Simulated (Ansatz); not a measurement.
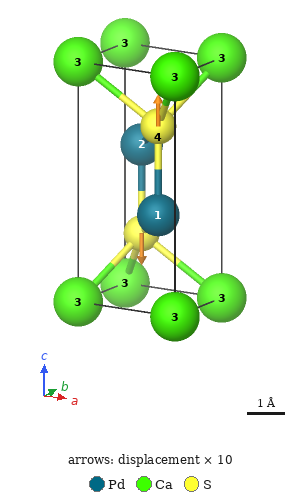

A relaxation of solid CaPd₂S₂ (a generated structure, set up in P-3m1). The starting structure is drawn; orange arrows show the displacements (the part carried along by the change of the cell is left out), magnified 10 times.

The picture is a ball-and-stick view of the cell of the calculation, reduced to other axes, seen slightly off an axis. Lengths and directions refer to the drawn axes.

The start is a swapped structure.

Level of theory: DFT, PAW plane waves, r2SCAN+U (Ansatz 0.2.0).

The input:
```yaml
crystal:
  lattice:
    - [2.00258945, 3.46858689, 0.0]
    - [-2.00258945, 3.46858689, 0.0]
    - [0.0, 0.0, 6.63090953]
  atoms:
    - { symbol: Pd, position: [0.3333, 0.3334, 0.37649] }
    - { symbol: Pd, position: [0.6667, 0.6666, 0.62351] }
    - { symbol: Ca, position: [0.0, 0.0, 0.0] }
    - { symbol: S, position: [0.3333, 0.3334, 0.7463] }
    - { symbol: S, position: [0.6667, 0.6666, 0.2537] }
  symmetry: { tolerance: 0.0003 }
kpoints:
  mp_grid: { grid: [8, 8, 5], shift: [0, 0, 0] }
magnetization:
  spin_polarized: false
scf:
  occupations: { method: gaussian, width: 0.0766 }
  lower_state_search: "off"
hamiltonian:
  pseudopotentials: { kind: paw }
  xc: r2scan
  hubbard:
    projectors: all-electron-ortho-atomic
    sites: [{ species: Pd, l: d, u_eff: 3.38 }]
basis:
  ecutwfc: 500
  fft_grid_basis: typed
relax:
  max_steps: 80
  cell: { p_target: 0.0 }
  f_tol: 0.03
output:
  forces: true
  stress: true
  eigenvalues: true
  bader: true
  populations: true
  elf: true
  write_potential: true
  volumetric_format: npy
  dos:
    e_range: [-12, 8]
    de: 0.05
    projected: { site_lists: { Ca: [Ca], Pd: [Pd], S: [S] } }
  write_density: true
checkpoint:
  read: saved_state
```

Launched with:
```bash
ansatz run input.yaml --threads 2 --pin off --max-ram 2560MiB --backend cpu --events-out ev --progress --plain --runs-dir out
```

Question: What did the optimiser do to the structure, and how much energy did it gain?

Answer: The largest moves relative to the cell, 0.089 Å, are those of S4 and S5. S5 goes along −c. By element the largest moves are S 0.089 Å, Pd 0.005 Å. Ca stays in place. The drawn cell changes as follows: a = b 4.005 → 3.974 Å (−0.8 %), c 6.631 → 6.747 Å (+1.7 %); the volume changes by +0.2 %. Among the contacts that change: Pd1–S4 2.452 → 2.579 Å, Ca3–S4 2.860 → 2.810 Å, Pd1–S5 2.452 → 2.473 Å. Among the angles between lasting bonds that change: S5–Pd1–S5 109.5° → 106.9°, S4–Pd1–S5 109.4° → 111.9°. The space group stays P-3m1 (No. 164). After 6 accepted moves (8 points after the start) the energy has fallen by 14.4 meV per atom. The largest force component goes from 0.73 to 0.0099 eV/Å. Pressure: 1.56 GPa at the start and −0.01 GPa at the end. The line search rejected the trial step at point 4 of the run. At 1 point the geometry stayed and the basis and grid were re-selected for the new cell (energy shift of 0.1 meV per atom at most each time). The run took 3.6 min on 2 threads of Arm Neoverse N1 (shared host), peak memory 0.8 GiB.
